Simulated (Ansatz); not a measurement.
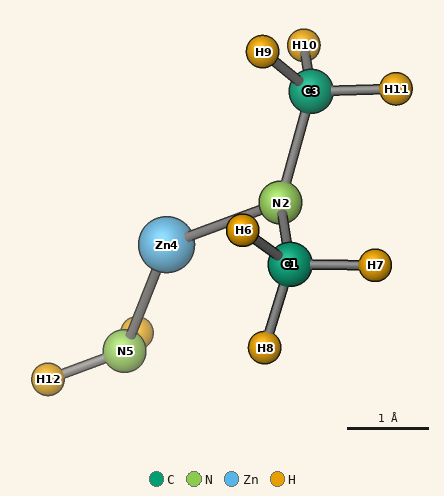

*The starting structure (ball-and-stick view, seen at a tilt; atoms are numbered from 1 in the order of the input). Sticks mark near contacts.*

Bond lengths as drawn: C–H 1.09 to 1.10 Å, C–N 1.45 Å, H–N 1.01 Å and N–Zn 1.86 to 1.88 Å.

## Geometry relaxation, with input and output: C2H8N2Zn (part 1 of 2)

- system: C2H8N2Zn
- method: RKS PBE0-D4/def2-TZVP (Ansatz 0.2.0)

The geometry: GFN2-xTB start. Figures and captions count atoms from 1; the log counts them from 0 in places.

### What the program printed
```
Functional definition: PBE0
  name "PBE0"
  cite "Adamo & Barone, J. Chem. Phys. 110, 6158 (1999) doi:10.1063/1.478522"
  cite "Perdew, Burke & Ernzerhof, Phys. Rev. Lett. 77, 3865 (1996) doi:10.1103/PhysRevLett.77.3865"
  parent pbe
  parameter a = 0.25
  parameter kappa = 0.804
  parameter beta = 0.06672455060314922
  exchange = (1 - a)*pbe_x(kappa = kappa, mu = beta*pi^2/3) + a*exact_x
  correlation = pbe_c(beta = beta)
1563 factors; their error is unknown
mean field evaluation 1: about -53574.8225 eV, gradient 9.6e1 eV
mean field evaluation 2: about -53515.0407 eV, gradient 1.8e2 eV
mean field evaluation 4: about -53592.5125 eV, gradient 1.5e1 eV
mean field evaluation 8: about -53592.9455 eV, gradient 3.4e-1 eV
mean field evaluation 16: about -53593.0187 eV, gradient 7.9e-4 eV
mean field -53593.01868840 eV, -1969.5071101459 hartree, gradient 5.2e-5 eV, S^2 0.000000; 0 other end points of the search recorded, 0 dependent functions left out
the calculation of the forces begins
reference -53593.01872815 eV, -1969.5071116066 hartree; 32, 32 occupied and 188, 188 virtual orbitals, 1563 factors
relax step   1: F+E_penalty+E_count = -53593.21612130 eV  Δ(F+E_penalty+E_count) = +0.000e0 eV  max|allowed force component| = 1.085e0 eV/Å  Δτ_max = 0.0000 Å  (30 SCF iters, accepted)
these checks for a lower state are left out or cut short: starts, cluster_reference, orbital_swaps, neighbouring_geometries, increment
1563 factors; their error is unknown
mean field -53593.17650010 eV, -1969.5129096190 hartree, gradient 1.1e-5 eV, S^2 0.000000; 0 other end points of the search recorded, 0 dependent functions left out
[... from here on the field's lines of each further geometry are left out, up to the last ...]
relax step   2: F+E_penalty+E_count = -53593.37218578 eV  Δ(F+E_penalty+E_count) = -1.561e-1 eV  max|allowed force component| = 7.203e-1 eV/Å  Δτ_max = 0.1938 Å  (33 SCF iters, accepted)
relax step   3: F+E_penalty+E_count = -53593.48979418 eV  Δ(F+E_penalty+E_count) = -1.176e-1 eV  max|allowed force component| = 6.055e-1 eV/Å  Δτ_max = 0.1901 Å  (33 SCF iters, accepted)
relax step   4: F+E_penalty+E_count = -53593.52071188 eV  Δ(F+E_penalty+E_count) = -3.092e-2 eV  max|allowed force component| = 8.929e-1 eV/Å  Δτ_max = 0.2000 Å  (39 SCF iters, accepted)
relax step   5: F+E_penalty+E_count = -53593.55019479 eV  Δ(F+E_penalty+E_count) = -2.948e-2 eV  max|allowed force component| = 2.751e-1 eV/Å  Δτ_max = 0.2000 Å  (31 SCF iters, accepted)
relax step   6: F+E_penalty+E_count = -53593.55469391 eV  Δ(F+E_penalty+E_count) = -4.499e-3 eV  max|allowed force component| = 1.568e-1 eV/Å  Δτ_max = 0.1007 Å  (32 SCF iters, accepted)
relax step   7: F+E_penalty+E_count = -53593.55591891 eV  Δ(F+E_penalty+E_count) = -1.225e-3 eV  max|allowed force component| = 4.562e-2 eV/Å  Δτ_max = 0.0539 Å  (32 SCF iters, accepted)
relax step   8: F+E_penalty+E_count = -53593.55618226 eV  Δ(F+E_penalty+E_count) = -2.634e-4 eV  max|allowed force component| = 7.706e-3 eV/Å  Δτ_max = 0.0146 Å  (33 SCF iters, accepted)
relax step   9: F+E_penalty+E_count = -53593.55625647 eV  Δ(F+E_penalty+E_count) = -7.421e-5 eV  max|allowed force component| = 3.337e-3 eV/Å  Δτ_max = 0.0091 Å  (34 SCF iters, accepted)
relax step  10: F+E_penalty+E_count = -53593.55627891 eV  Δ(F+E_penalty+E_count) = -2.244e-5 eV  max|allowed force component| = 1.956e-2 eV/Å  Δτ_max = 0.0119 Å  (34 SCF iters, accepted)
relax step  11: F+E_penalty+E_count = -53593.55628971 eV  Δ(F+E_penalty+E_count) = -1.079e-5 eV  max|allowed force component| = 9.880e-3 eV/Å  Δτ_max = 0.0046 Å  (35 SCF iters, accepted)
the calculation of the forces begins
reference -53593.36034068 eV, -1969.5196656355 hartree; 32, 32 occupied and 188, 188 virtual orbitals, 1563 factors
relax step  12: F+E_penalty+E_count = -53593.55629631 eV  Δ(F+E_penalty+E_count) = -6.608e-6 eV  max|allowed force component| = 2.676e-3 eV/Å  Δτ_max = 0.0015 Å  (35 SCF iters, accepted)
```

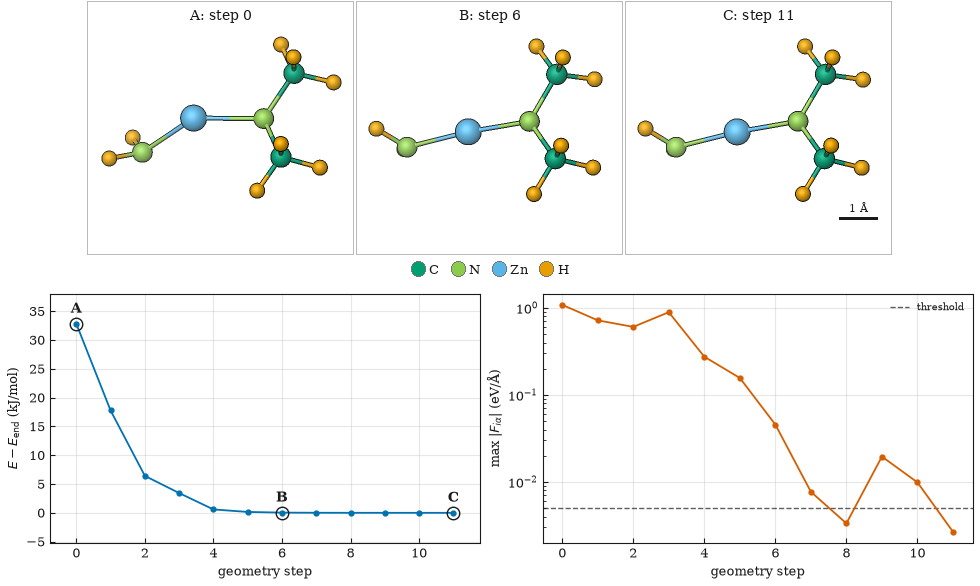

*Frames of the relaxation (ball-and-stick view, seen at a tilt) above the curves, on which the letters mark them (the first geometry is step 0 here and step 1 in the log).*

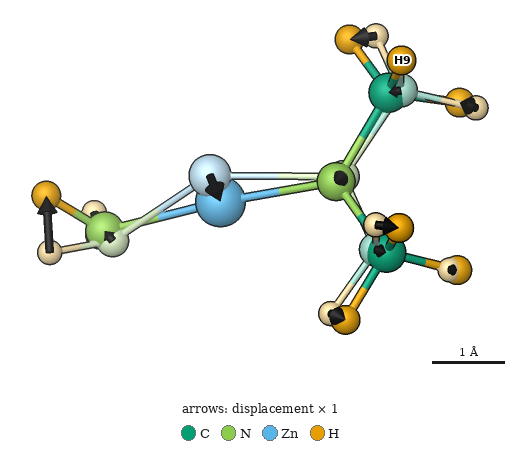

*Start (faint) and end (solid) with the displacements as black arrows, at true length (ball-and-stick view, seen at a tilt). The two geometries are laid on each other by the best rigid fit.*

Over 11 geometry steps the energy falls by 32.8 kJ/mol. Largest force component: 1.1 eV/Å at the start, 0.0027 eV/Å at the end. The largest move after the best rigid fit is that of H12, 0.81 Å. By element the largest moves are H 0.81 Å, Zn 0.44 Å, N 0.27 Å, C 0.18 Å. Among the contacts that change: N2–Zn4 1.878 → 1.804 Å, Zn4–N5 1.860 → 1.809 Å, C1–N2 1.447 → 1.437 Å. Among the angles that change: N2–Zn4–N5 142.7° → 175.9°, C1–N2–Zn4 115.0° → 123.8°, H12–N5–H13 105.5° → 108.4°. (Atoms are counted from 1 in the order of the input.)

```
1563 factors; their error is unknown
mean field -53593.36029999 eV, -1969.5196641402 hartree, gradient 1.2e-5 eV, S^2 0.000000; 1 other end points of the search recorded, 0 dependent functions left out
the calculation of the forces begins
reference -53593.36034068 eV, -1969.5196656355 hartree; 32, 32 occupied and 188, 188 virtual orbitals, 1563 factors
Total energy: -53593.55633700 eV, -1969.5268683676 hartree
Atom 0 at    -1.323419    -1.131349     0.007956 Å, force     0.000026     0.002635     0.000551 eV/Å
Atom 1 at    -0.063571    -0.441909     0.057285 Å, force     0.000131     0.002044    -0.001503 eV/Å
Atom 2 at     1.034575    -1.329123     0.322696 Å, force    -0.001988     0.000257    -0.000696 eV/Å
Atom 3 at     0.117608     1.336638    -0.184424 Å, force     0.000126    -0.001141    -0.000096 eV/Å
Atom 4 at     0.170183     3.126596    -0.444075 Å, force     0.001711     0.002676     0.000029 eV/Å
Atom 5 at    -1.550003    -1.643023     0.958021 Å, force    -0.001055    -0.001276     0.001070 eV/Å
Atom 6 at    -1.339668    -1.903169    -0.779316 Å, force     0.000198    -0.000991    -0.001002 eV/Å
Atom 7 at    -2.148459    -0.443835    -0.194920 Å, force     0.001710    -0.000770     0.000460 eV/Å
Atom 8 at     0.919361    -1.850119     1.287659 Å, force     0.000604    -0.001435     0.001518 eV/Å
Atom 9 at     1.985045    -0.790480     0.356470 Å, force     0.000208     0.000212     0.000197 eV/Å
Atom 10 at     1.128767    -2.110534    -0.449611 Å, force     0.000312    -0.000473    -0.000337 eV/Å
Atom 11 at     0.437436     3.709746     0.335366 Å, force    -0.000957    -0.001146    -0.000827 eV/Å
Atom 12 at     0.632145     3.470573    -1.273096 Å, force    -0.001025    -0.000593     0.000635 eV/Å
Dipole moment:     0.183179     0.041576     0.016237 e Å
```

### Trajectory as extended XYZ (Å, eV, eV/Å), 12 frames, from step=1 to step=12
```
13
Properties=species:S:1:pos:R:3:forces:R:3 step=1 energy=-53593.21612
C    -1.2348   -0.9766    0.0092    0.3404   0.1415  -0.0711
N     0.1160   -0.4813   -0.1451    0.2712   0.5517   0.7419
C     1.0720   -1.4916    0.2477   -0.2767   0.3287  -0.1332
Zn    0.3349    1.3520    0.1996   -0.4664  -0.2792  -1.0848
N     0.0284    3.0397   -0.5190    0.2072  -0.1809   0.4718
H    -1.4512   -1.3224    1.0323   -0.1123  -0.0224   0.0073
H    -1.3823   -1.8288   -0.6654   -0.1399  -0.1029  -0.0380
H    -1.9501   -0.1992   -0.2616   -0.1752  -0.0337  -0.0104
H     0.9397   -1.8294    1.2876    0.0725  -0.0776   0.0247
H     2.0860   -1.1136    0.1271    0.1629  -0.0721   0.0237
H     0.9515   -2.3672   -0.4024    0.0860  -0.1438   0.0033
H    -0.3270    3.7641    0.0904   -0.0370  -0.0265   0.1276
H     0.8168    3.4543   -1.0004    0.0675  -0.0827  -0.0629
13
Properties=species:S:1:pos:R:3:forces:R:3 step=2 energy=-53593.37219
C    -1.2518   -1.0106    0.0007    0.2171   0.0277  -0.0737
N     0.0943   -0.4966   -0.1379    0.1427   0.5537   0.4845
C     1.0767   -1.4776    0.2624   -0.2135   0.1873  -0.1225
Zn    0.2780    1.3489    0.0463   -0.3485  -0.2062  -0.6817
N     0.0267    3.1046   -0.4979    0.1543   0.1119   0.7203
H    -1.4946   -1.3291    1.0282   -0.0332   0.0048  -0.0043
H    -1.3849   -1.8895   -0.6472   -0.0541  -0.0330  -0.0074
H    -1.9876   -0.2623   -0.3072   -0.0318  -0.0353   0.0087
H     0.9717   -1.8051    1.3100    0.0169   0.0043   0.0192
H     2.0892   -1.0940    0.1252    0.0435  -0.0066   0.0148
H     0.9753   -2.3779   -0.3619    0.0429  -0.0327   0.0025
H    -0.1901    3.8062    0.2210    0.1663  -0.5181  -0.4029
H     0.7971    3.4828   -1.0418   -0.1025  -0.0578   0.0426
13
Properties=species:S:1:pos:R:3:forces:R:3 step=3 energy=-53593.48979
C    -1.2653   -1.0326   -0.0041    0.0381  -0.0322  -0.0803
N     0.0657   -0.4829   -0.1210   -0.0520  -0.0837   0.2360
C     1.0735   -1.4334    0.2741   -0.0581   0.0328  -0.1026
Zn    0.2041    1.3258   -0.1248   -0.0779   0.1070  -0.1366
N     0.0419    3.1109   -0.4702    0.1778   0.4008   0.5781
H    -1.5244   -1.3355    1.0251    0.0202   0.0026  -0.0171
H    -1.3772   -1.9281   -0.6371    0.0025   0.0154   0.0184
H    -2.0209   -0.3114   -0.3339    0.0203  -0.0416   0.0160
H     0.9902   -1.7546    1.3269   -0.0208   0.0478  -0.0068
H     2.0807   -1.0348    0.1273   -0.0255   0.0280   0.0130
H     0.9955   -2.3488   -0.3359    0.0206   0.0400   0.0158
H    -0.0480    3.7495    0.3336    0.1104  -0.5528  -0.6055
H     0.7841    3.4758   -1.0601   -0.1557   0.0358   0.0716
13
Properties=species:S:1:pos:R:3:forces:R:3 step=4 energy=-53593.52071
C    -1.3108   -1.1053    0.0070   -0.0472  -0.0209   0.0834
N    -0.0273   -0.4814   -0.0783    0.1819   0.8929  -0.3110
C     1.0476   -1.3546    0.2753   -0.0279  -0.0907   0.1340
Zn    0.1546    1.3267   -0.2738   -0.0520  -0.6867   0.0592
N     0.1556    3.1152   -0.4823   -0.1127   0.1296   0.1415
H    -1.5145   -1.4532    1.0312   -0.1455  -0.1066   0.0539
H    -1.3779   -1.9826   -0.6540   -0.0550  -0.0424  -0.0295
H    -2.1120   -0.4132   -0.2718    0.0275  -0.0743  -0.0060
H     0.9554   -1.7023    1.3162    0.0834  -0.1151   0.0765
H     2.0220   -0.8683    0.1788   -0.0363   0.0067  -0.0304
H     1.0575   -2.2522   -0.3615    0.0573  -0.0479  -0.0280
H     0.1011    3.6278    0.3881    0.0795   0.1030  -0.1138
H     0.8486    3.5435   -1.0749    0.0471   0.0525  -0.0298
```
